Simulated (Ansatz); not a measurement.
The figure comes from a scan of CsPbCl₃ (cubic perovskite): one Pb atom of a 5-atom cell moves by s along Cartesian [110], with its periodic images. Level of theory: PBEsol (plane waves to 420 eV, PAW, scalar-relativistic; Ansatz, a program for electronic structure). k mesh 5×5×5 (Γ-centred), Fermi-Dirac smearing 0.05 eV. F∥ is the force on the atom along that direction. CsPbCl3 was relaxed with its symmetry unable to fall. Spin-orbit coupling is left out, though Pb is heavy. This is a high-temperature form of CsPbCl3. 

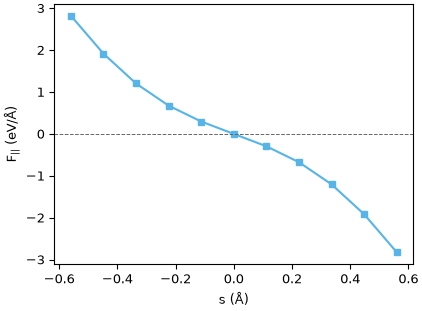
Figure: F∥ (eV/Å) against s (Å); computed points joined by lines.

**Question.** Read the plotted values off the figure, to the accuracy that the plot allows.

**Answer.** To the nearest 0.1:

| s (Å) | F∥ (eV/Å) |
|---|---|
| -0.560 | 2.8 |
| -0.448 | 1.9 |
| -0.336 | 1.2 |
| -0.224 | 0.7 |
| -0.112 | 0.3 |
| 0.000 | 0.0 |
| 0.112 | -0.3 |
| 0.224 | -0.7 |
| 0.336 | -1.2 |
| 0.448 | -1.9 |
| 0.560 | -2.8 |

(A displaced cell: forces are minus the slopes of the energy, force constants its curvatures, and phonons follow from these.)
